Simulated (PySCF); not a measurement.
# C7H8S (o-toluenethiol): the cost of one run

Programs: PySCF 2.14.0, with routines of our own; each step states its level. All values are computed. Atoms count from 0.

## 1. The system as given

16 atoms, charge 0, multiplicity 1; geometry from: GFN2-xTB.

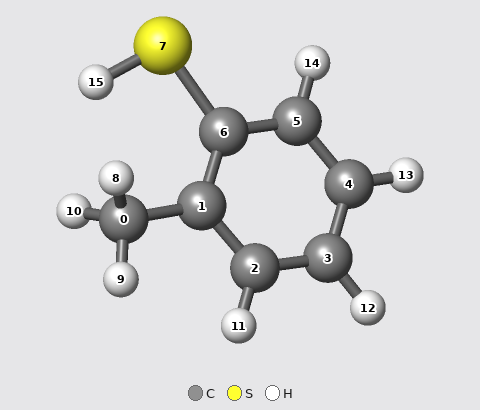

The starting geometry (carbon grey, sulfur yellow, hydrogen white).

## 2. Relaxing the molecule at PBE0-D3(BJ)/def2-SVP

What the job is given:

```
{"job": {"xc": "PBE0", "basis": "def2-SVP", "d3": "d3bj", "grid": 2, "kind": "geom"}, "charge": 0, "multiplicity": 1}
C     -1.883772    -0.884995    -0.226626
C     -0.487322    -0.356588    -0.087827
C      0.596245    -1.191124    -0.331398
C      1.901052    -0.750881    -0.202571
C      2.149437     0.555960     0.180187
C      1.090652     1.408665     0.420398
C     -0.218065     0.961686     0.284664
S     -1.483257     2.155071     0.638891
H     -2.448938    -0.735372     0.693622
H     -1.861089    -1.949896    -0.442808
H     -2.411107    -0.386902    -1.042410
H      0.405573    -2.213828    -0.624420
H      2.719331    -1.427120    -0.398920
H      3.162433     0.912354     0.288708
H      1.265529     2.432527     0.715984
H     -2.504302     1.479386     0.123116
```

Command:

```sh
$ OMP_NUM_THREADS=1 python excited_run.py task.json out
```

One launch serves the whole session: the jobs run in the order shown.

**Question.** How long does this first job take on 1 thread of Arm Neoverse V1, shared host, and how much memory does it need?

About 1.9 min, with a peak of 0.75 GiB.
